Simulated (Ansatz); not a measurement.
Sr4Ta2O

Input file:

```
crystal:
  lattice:
    - [3.6131575072, 0.0, 0.0]
    - [0.0, 3.6131575072, 0.0]
    - [0.0, 0.0, 34.0794871077]
  atoms:
    - { symbol: Sr, position: [0.0, 0.5, 0.6503137503] }
    - { symbol: Sr, position: [0.5, 0.0, 0.5499150426] }
    - { symbol: Sr, position: [0.0, 0.5, 0.8636339361] }
    - { symbol: Sr, position: [0.5, 0.0, 0.7523217599] }
    - { symbol: Sr, position: [0.5, 0.0, 0.1363660639] }
    - { symbol: Sr, position: [0.0, 0.5, 0.2476782401] }
    - { symbol: Sr, position: [0.5, 0.0, 0.3496862497] }
    - { symbol: Sr, position: [0.0, 0.5, 0.4500849574] }
    - { symbol: Ta, position: [0.5, 0.0, 0.9364089756] }
    - { symbol: Ta, position: [0.0, 0.5, 0.0635910244] }
    - { symbol: Ta, position: [0.0, 0.5, 0.9757334046] }
    - { symbol: Ta, position: [0.5, 0.0, 0.0242665954] }
    - { symbol: O, position: [0.5, 0.0, 0.8784357402] }
    - { symbol: O, position: [0.0, 0.5, 0.1215642598] }
basis:
  ecutwfc: 420
kpoints:
  mp_grid: { grid: [8, 8, 1] }
hamiltonian:
  xc: pbe
scf:
  occupations: { method: gaussian, width: 0.1 }
output:
  forces: true
  stress: true
  eigenvalues: true
  write_density: true
  write_potential: true
  elf: true
  volumetric_format: npy
relax:
  adjacent_minimum: "off"
  f_tol: 0.01
  max_steps: 80
  cell: { stress_tol: 0.05 }
```

Launched as:

```sh
ansatz run input.yaml --threads 1 --pin off --max-ram 2560MiB --backend cpu --events-out ev --progress --plain --runs-dir out
```

Below, planes, directions and counts refer to the conventional cell (a = 3.63 Å, b = 3.63 Å, c = 34.24 Å, α = 90.00°, β = 90.00°, γ = 90.00°).

The fields are those of the run's last geometry, not of the input's.

Space group P4/nmm; a generated structure, not necessarily the stable one.

Computed with Ansatz, DFT PBE, scalar-relativistic, plane waves, PAW.

Q: What will maps of the valence pseudo-density and electron localisation function show?

A: Ta–O (1.97 Å): ρ at the midpoint is about 0.95 e/Å³; the ELF peaks at about 0.80 in the valence shell of O, 0.6 Å from its nucleus, and drops to about 0.25 between the two atoms; no shared electron pair shows on this line.
Ta–Ta (2.97 Å): the density is about 0.26 e/Å³ at the midpoint; the ELF is about 0.25 at the midpoint (no localised pair shows between them).
The ELF has a maximum of about 0.75 in the space between the atoms, on no atom or two-centre bond.

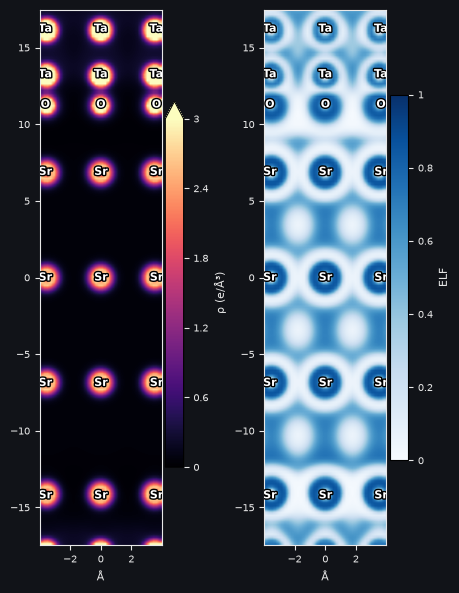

Computed valence pseudo-density and electron localisation function on the (010) plane of the conventional cell, in this order. 
